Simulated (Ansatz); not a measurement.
# Br2H4N2Ti: small, medium and large basis sets

Aim: see how fast density functionals converge with the basis set for Br2H4N2Ti.

Computed with Ansatz 0.2.0, Gaussian basis. Level: one geometry, several basis sets.

The runs, in order: PBE0-D4/def2-SVP; ωB97M-V/def2-SVP; PBE0-D4/def2-QZVPP; ωB97M-V/def2-QZVPP; the functionals' def2-TZVPP values are taken from earlier runs.

**1. Structure used throughout**

All runs share one geometry, relaxed beforehand with PBE0-D4 in a triple-zeta def2 set.

SMILES `[NH2][Ti]([NH2])([Br])[Br]`, 9 atoms, charge 0, spin multiplicity 1.

Atoms are counted from 1 here; the program's logs count them from 0.

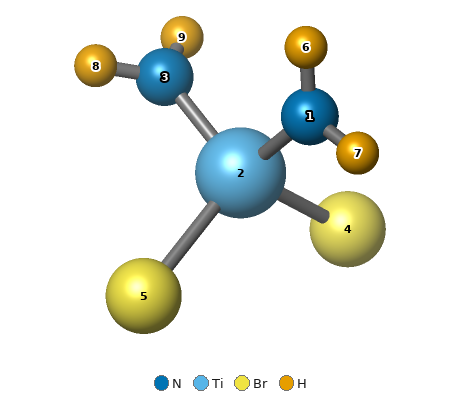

The geometry (colours as in the key); atoms are numbered from 1 in the order of the file.

**2. PBE0-D4 in def2-SVP**

Input file in.yaml:

```yaml
crystal:
  periodic: [false, false, false]
  atoms:
    - {symbol: N, position_ang: [-0.895827, 0.929602, -0.883674]}
    - {symbol: Ti, position_ang: [0.407831, -0.271069, -0.342202]}
    - {symbol: N, position_ang: [0.191678, -0.453794, 1.484144]}
    - {symbol: Br, position_ang: [0.041663, -2.351652, -1.409595]}
    - {symbol: Br, position_ang: [2.543339, 0.633726, -0.814889]}
    - {symbol: H, position_ang: [-1.577224, 1.383109, -0.293521]}
    - {symbol: H, position_ang: [-1.005210, 1.214085, -1.849132]}
    - {symbol: H, position_ang: [0.720424, 0.066950, 2.171777]}
    - {symbol: H, position_ang: [-0.338073, -1.197357, 1.920094]}
basis:
  gaussian: {orbitals: def2-SVP}
hamiltonian: {xc: pbe0, dispersion: d4}
output: {orbitals: {seedname: orbitals}}
```

Command:

```bash
ansatz run in.yaml --threads 4 --pin off --events-out ev --progress --plain --max-ram 11315MiB
```

The log of the run:

```text
Functional definition: PBE0
  name "PBE0"
  cite "Adamo & Barone, J. Chem. Phys. 110, 6158 (1999) doi:10.1063/1.478522"
  cite "Perdew, Burke & Ernzerhof, Phys. Rev. Lett. 77, 3865 (1996) doi:10.1103/PhysRevLett.77.3865"
  parent pbe
  parameter a = 0.25
  parameter kappa = 0.804
  parameter beta = 0.06672455060314922
  exchange = (1 - a)*pbe_x(kappa = kappa, mu = beta*pi^2/3) + a*exact_x
  correlation = pbe_c(beta = beta)
1451 factors; integrals over basis functions are off by at most 1.2e-3 eV
mean field evaluation 1: about -166198.1088 eV, gradient 7.9e1 eV
mean field evaluation 2: about -165981.6285 eV, gradient 3.4e2 eV
mean field evaluation 4: about -166206.1165 eV, gradient 4.7e1 eV
mean field evaluation 8: about -166211.1552 eV, gradient 7.0e-1 eV
mean field evaluation 16: about -166211.2516 eV, gradient 4.4e-4 eV
mean field -166211.25159904 eV, -6108.1508342319 hartree, gradient 5.8e-5 eV, S^2 0.000000; 0 other end points of the search recorded, 0 dependent functions left out
reference -166211.25165806 eV, -6108.1508364009 hartree; 55, 55 occupied and 88, 88 virtual orbitals, 1451 factors
Total energy: -166211.49815155 eV, -6108.1598948696 hartree
```

Run time: 3 s. Hardware: 4 threads of Arm Neoverse V1, shared host; peak memory 0.48 GiB.

**3. ωB97M-V in def2-SVP**

Edit in.yaml of step 2 so:

```diff
@@ -14,3 +14,3 @@
   gaussian: {orbitals: def2-SVP}
-hamiltonian: {xc: pbe0, dispersion: d4}
+hamiltonian: {xc: {name: wB97M-V}}
 output: {orbitals: {seedname: orbitals}}
```

Same command.

The log of the run (excerpt; [...] marks lines left out):

```text
Functional definition: wB97M-V
  name "wB97M-V"
  cite "Mardirossian & Head-Gordon, J. Chem. Phys. 144, 214110 (2016) doi:10.1063/1.4952647"
  cite "Becke, J. Chem. Phys. 107, 8554 (1997) doi:10.1063/1.475007"
  cite "Vydrov & Van Voorhis, J. Chem. Phys. 133, 244103 (2010) doi:10.1063/1.3521275"
  # Of w^i u^j: cxij and so on, Table III.
[...]
  gx(w, u) = 1 - cx + cx01*u + cx10*w
  gss(w, u) = css00 + css04*u^4 + css10*w + css20*w^2 + css43*w^4*u^3
  gos(w, u) = cos00 + cos10*w + (cos20 + cos21*u)*w^2 + (cos60 + cos61*u)*w^6
[...]
      + integral(e_c_pw_mod_opposite_spin*gos(b97_w_opposite, b97_u_opposite)) + vv10(b, c)
1451 factors; integrals over basis functions are off by at most 1.2e-3 eV
295 factors; integrals over basis functions are off by at most 7.7e-5 eV
[...]
mean field -166225.60494529 eV, -6108.6783099777 hartree, gradient 1.7e-5 eV, S^2 0.000000; 0 other end points of the search recorded, 0 dependent functions left out
reference -166225.60504088 eV, -6108.6783134905 hartree; 55, 55 occupied and 88, 88 virtual orbitals, 1451 factors
Total energy: -166225.60504088 eV, -6108.6783134905 hartree
```

Run time: 13 s. Hardware: 4 threads of Arm Neoverse V1, shared host; peak memory 0.68 GiB.

**4. PBE0-D4 in def2-QZVPP**

Edit in.yaml of step 3 so:

```diff
@@ -13,4 +13,4 @@
 basis:
-  gaussian: {orbitals: def2-SVP}
-hamiltonian: {xc: {name: wB97M-V}}
+  gaussian: {orbitals: "def2-QZVPP.json"}
+hamiltonian: {xc: pbe0, dispersion: d4}
 output: {orbitals: {seedname: orbitals}}
```

The command is unchanged.

The log of the run:

```text
Functional definition: PBE0
  name "PBE0"
  cite "Adamo & Barone, J. Chem. Phys. 110, 6158 (1999) doi:10.1063/1.478522"
  cite "Perdew, Burke & Ernzerhof, Phys. Rev. Lett. 77, 3865 (1996) doi:10.1103/PhysRevLett.77.3865"
  parent pbe
  parameter a = 0.25
  parameter kappa = 0.804
  parameter beta = 0.06672455060314922
  exchange = (1 - a)*pbe_x(kappa = kappa, mu = beta*pi^2/3) + a*exact_x
  correlation = pbe_c(beta = beta)
2255 factors; their error is unknown
mean field evaluation 1: about -166222.5564 eV, gradient 9.1e1 eV
mean field evaluation 2: about -166104.8901 eV, gradient 2.7e2 eV
mean field evaluation 4: about -166232.6908 eV, gradient 5.5e1 eV
mean field evaluation 8: about -166238.1442 eV, gradient 6.2e-1 eV
mean field evaluation 16: about -166238.5420 eV, gradient 1.3e-3 eV
mean field -166238.54198588 eV, -6109.1537374504 hartree, gradient 6.6e-5 eV, S^2 0.000000; 0 other end points of the search recorded, 0 dependent functions left out
reference -166238.54202737 eV, -6109.1537389749 hartree; 55, 55 occupied and 450, 450 virtual orbitals, 2255 factors
Total energy: -166238.78852086 eV, -6109.1627974435 hartree
```

It took 21 s on 4 threads of Arm Neoverse V1, shared host; peak memory 3 GiB.

**5. ωB97M-V in def2-QZVPP**

Edit in.yaml of step 4 so:

```diff
@@ -14,3 +14,3 @@
   gaussian: {orbitals: "def2-QZVPP.json"}
-hamiltonian: {xc: pbe0, dispersion: d4}
+hamiltonian: {xc: {name: wB97M-V}}
 output: {orbitals: {seedname: orbitals}}
```

Launched as before.

The log of the run (excerpt; [...] marks lines left out):

```text
Functional definition: wB97M-V
  name "wB97M-V"
  cite "Mardirossian & Head-Gordon, J. Chem. Phys. 144, 214110 (2016) doi:10.1063/1.4952647"
  cite "Becke, J. Chem. Phys. 107, 8554 (1997) doi:10.1063/1.475007"
  cite "Vydrov & Van Voorhis, J. Chem. Phys. 133, 244103 (2010) doi:10.1063/1.3521275"
  # Of w^i u^j: cxij and so on, Table III.
[...]
  gx(w, u) = 1 - cx + cx01*u + cx10*w
  gss(w, u) = css00 + css04*u^4 + css10*w + css20*w^2 + css43*w^4*u^3
  gos(w, u) = cos00 + cos10*w + (cos20 + cos21*u)*w^2 + (cos60 + cos61*u)*w^6
[...]
      + integral(e_c_pw_mod_opposite_spin*gos(b97_w_opposite, b97_u_opposite)) + vv10(b, c)
2181 factors; their error is unknown
370 factors; integrals over basis functions are off by at most 2.4e-5 eV
[...]
mean field -166252.77417986 eV, -6109.6767609321 hartree, gradient 3.2e-5 eV, S^2 0.000000; 0 other end points of the search recorded, 0 dependent functions left out
reference -166252.77424910 eV, -6109.6767634767 hartree; 55, 55 occupied and 450, 450 virtual orbitals, 2181 factors
Total energy: -166252.77424910 eV, -6109.6767634767 hartree
```

Run time: 47 s. Hardware: 4 threads of Arm Neoverse V1, shared host; peak memory 3 GiB.

**6. Functionals by basis**

The def2-TZVPP values come from earlier runs at the same geometry.

| functional | basis | functions | energy (eV) | from the largest (eV) | HOMO (eV) | LUMO (eV) |
| --- | --- | --- | --- | --- | --- | --- |
| PBE0-D4 | def2-SVP | 143 | -166211.4982 | 27.290 | -7.51 | -2.34 |
| PBE0-D4 | def2-TZVPP | 278 | -166235.2989 | 3.490 | -7.71 | -2.44 |
| PBE0-D4 | def2-QZVPP | 505 | -166238.7885 | 0.000 | -7.74 | -2.47 |
| ωB97M-V | def2-SVP | 143 | -166225.6050 | 27.169 | -9.67 | -0.17 |
| ωB97M-V | def2-TZVPP | 278 | -166249.4334 | 3.341 | -9.89 | -0.32 |
| ωB97M-V | def2-QZVPP | 505 | -166252.7742 | 0.000 | -9.92 | -0.35 |

**7. Summary of results**

```
                                       quantity           value
PBE0-D4: double and triple zeta above quadruple  27.29, 3.49 eV
ωB97M-V: double and triple zeta above quadruple  27.17, 3.34 eV
```

What this shows: PBE0-D4 gains 23.80 eV from double to triple zeta, then 3.49 eV more. These are total energies; as a rule much of such shifts cancels in differences, which this series doesn't test.

For PBE0-D4 the largest set took about 7 times as long as the smallest (21 s against 3 s).
